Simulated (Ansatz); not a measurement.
# Frequency calculation, with input and output: GaH$_{2}$Cl$_{2}$OF

GaH$_{2}$Cl$_{2}$OF, computed with RKS PBE0-D4/def2-SVP (Ansatz 0.2.0).

Figures and captions count atoms from 1; the log counts them from 0 in places.

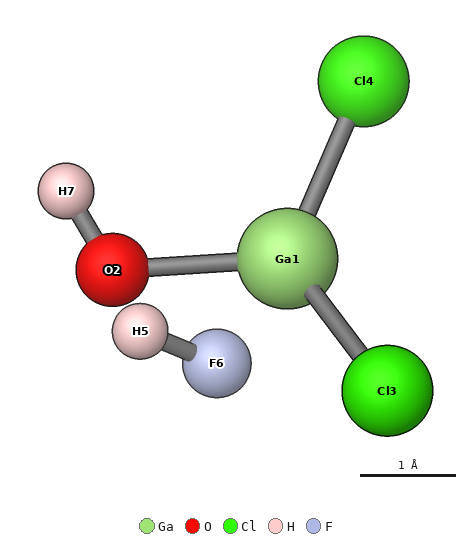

The structure as given in the input (ball-and-stick view, seen at a tilt; atoms are numbered from 1 in the order of the input). Sticks mark near contacts.

## Input file
```yaml
crystal:
  periodic: [false, false, false]
  atoms:
    - {symbol: Ga, position_ang: [-0.637993, 0.322916, -0.239417]}
    - {symbol: O, position_ang: [1.167306, -0.025976, -0.381531]}
    - {symbol: Cl, position_ang: [-1.885394, -0.350338, -1.811481]}
    - {symbol: Cl, position_ang: [-1.164951, 1.887339, 1.102072]}
    - {symbol: H, position_ang: [0.796780, -1.028913, 0.464660]}
    - {symbol: F, position_ang: [-0.045483, -1.461209, 0.927596]}
    - {symbol: H, position_ang: [1.769734, 0.656181, -0.061899]}
basis:
  gaussian: {orbitals: def2-SVP}
hamiltonian: {xc: pbe0, dispersion: d4}
phonons: {}
scf: {lower_state_search: off}
```

Hardware: 8 threads of Intel Xeon, 31 GiB of memory available, shared host.

Run as:
```bash
ansatz run in.yaml --threads 8 --pin off --events-out ev --progress --plain --max-ram 19148MiB
```

## The program's output
```
Functional definition: PBE0
  name "PBE0"
  cite "Adamo & Barone, J. Chem. Phys. 110, 6158 (1999) doi:10.1063/1.478522"
  cite "Perdew, Burke & Ernzerhof, Phys. Rev. Lett. 77, 3865 (1996) doi:10.1103/PhysRevLett.77.3865"
  parent pbe
  parameter a = 0.25
  parameter kappa = 0.804
  parameter beta = 0.06672455060314922
  exchange = (1 - a)*pbe_x(kappa = kappa, mu = beta*pi^2/3) + a*exact_x
  correlation = pbe_c(beta = beta)
these checks for a lower state are left out or cut short: stability, starts, cluster_reference, orbital_swaps, neighbouring_geometries, increment
1060 factors; integrals over basis functions are off by at most 3.0e-4 eV
mean field evaluation 1: about -82181.2157 eV, gradient 5.4e1 eV
mean field evaluation 2: about -82174.3090 eV, gradient 8.3e1 eV
mean field evaluation 4: about -82186.0222 eV, gradient 3.6e0 eV
mean field evaluation 8: about -82186.0546 eV, gradient 6.4e-2 eV
mean field evaluation 16: about -82186.0546 eV, gradient 4.7e-6 eV
mean field -82186.05460485 eV, -3020.2817990195 hartree, gradient 4.7e-6 eV, S^2 0.000000; 0 other end points of the search recorded, 0 dependent functions left out
the calculation of the forces begins
reference -82186.05463194 eV, -3020.2818000153 hartree; 42, 42 occupied and 64, 64 virtual orbitals, 1060 factors
these checks for a lower state are left out or cut short: stability, starts, cluster_reference, orbital_swaps, neighbouring_geometries, increment
1060 factors; integrals over basis functions are off by at most 3.0e-4 eV
mean field -82186.05437919 eV, -3020.2817907266 hartree, gradient 1.5e-6 eV, S^2 0.000000; 0 other end points of the search recorded, 0 dependent functions left out
[... from here on the field's lines of each further geometry are left out, up to the last ...]
the calculation of the forces begins
reference -82186.05461812 eV, -3020.2817995073 hartree; 42, 42 occupied and 64, 64 virtual orbitals, 1060 factors
these checks for a lower state are left out or cut short: stability, starts, cluster_reference, orbital_swaps, neighbouring_geometries, increment
1060 factors; integrals over basis functions are off by at most 3.0e-4 eV
mean field -82186.05457926 eV, -3020.2817980793 hartree, gradient 1.2e-6 eV, S^2 0.000000; 0 other end points of the search recorded, 0 dependent functions left out
the calculation of the forces begins
reference -82186.05460636 eV, -3020.2817990752 hartree; 42, 42 occupied and 64, 64 virtual orbitals, 1060 factors
WARN: phonons: modes at or below zero, which the zero-point energy, F, S and C_V leave out: 1, the lowest at -191.23 cm⁻¹. A minimum has none, and a first-order saddle one
Total energy: -82186.21499824 eV, -3020.2876933679 hartree
Atom 0 at    -0.637993     0.322916    -0.239417 Å, force    -0.053008    -0.513060     0.383054 eV/Å
Atom 1 at     1.167306    -0.025976    -0.381531 Å, force     0.289042     0.143476    -0.164516 eV/Å
Atom 2 at    -1.885394    -0.350338    -1.811481 Å, force    -0.008019    -0.002265    -0.008370 eV/Å
Atom 3 at    -1.164951     1.887339     1.102072 Å, force    -0.000089     0.005529    -0.000554 eV/Å
Atom 4 at     0.796780    -1.028913     0.464660 Å, force    -0.387394    -0.327361     0.327138 eV/Å
Atom 5 at    -0.045483    -1.461209     0.927596 Å, force     0.143551     0.706328    -0.538918 eV/Å
Atom 6 at     1.769734     0.656181    -0.061899 Å, force     0.015917    -0.012647     0.002167 eV/Å
Dipole moment:     0.493626     0.255373     0.016277 e Å
Vibrations: -191.23 114.96 118.04 150.37 152.21 364.22 403.69 427.69 480.23 676.67 793.13 1153.99 1327.43 2065.91 3895.85 cm⁻¹, zero-point energy 0.751616 eV
Checks for a lower state left out: stability, starts, cluster_reference, orbital_swaps, neighbouring_geometries, increment
```

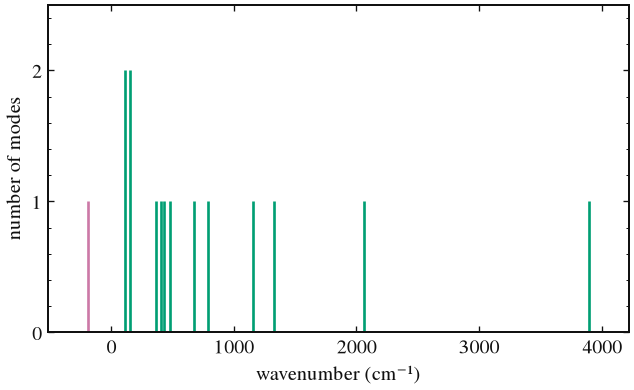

Harmonic vibrational wavenumbers from the force constants; neighbouring modes closer than 19 cm⁻¹ are counted in one stick, and imaginary ones are drawn at negative wavenumbers. 15 modes from 191i to 3896 cm⁻¹, 1 imaginary beyond 8i (191i cm⁻¹): a first-order saddle point, if the geometry is stationary.

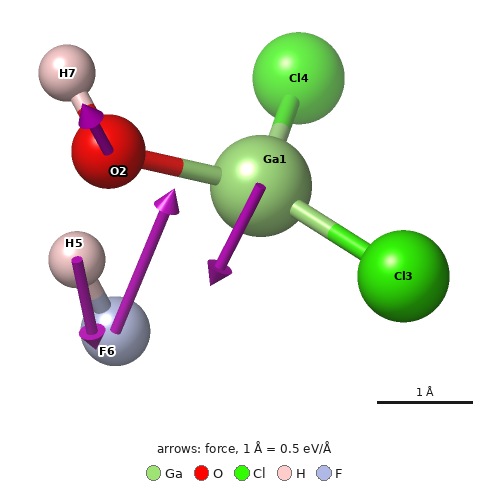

Forces on the atoms as pink arrows (ball-and-stick view, seen at a tilt; atoms are numbered from 1 in the order of the input); the smallest are left out. The largest act on F6 (0.90 eV/Å); Ga1 (0.64 eV/Å); H5 (0.60 eV/Å); O2 (0.36 eV/Å). The geometry is not a stationary point of this energy.

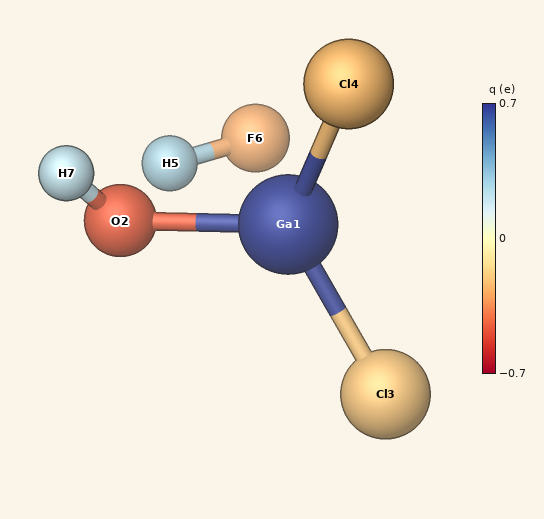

Mulliken charges, as the colour of each atom (ball-and-stick view, seen at a tilt; atoms are numbered from 1 in the order of the input; Mulliken charges depend strongly on the basis). By element: Ga +0.67, O −0.47, Cl −0.23 to −0.21, H +0.22 to +0.31 and F −0.30 e.

## Key numbers

- outcome: converged
- total energy: −82186.2150 eV
- mean-field energy: −82186.0546 eV
- dispersion energy: −0.1604 eV
- largest force (length of the vector): 0.900 eV/Å
- dipole moment: 2.67 D
- wall time: 17 s (CPU time 1.7 min)
- peak memory: 0.25 GiB
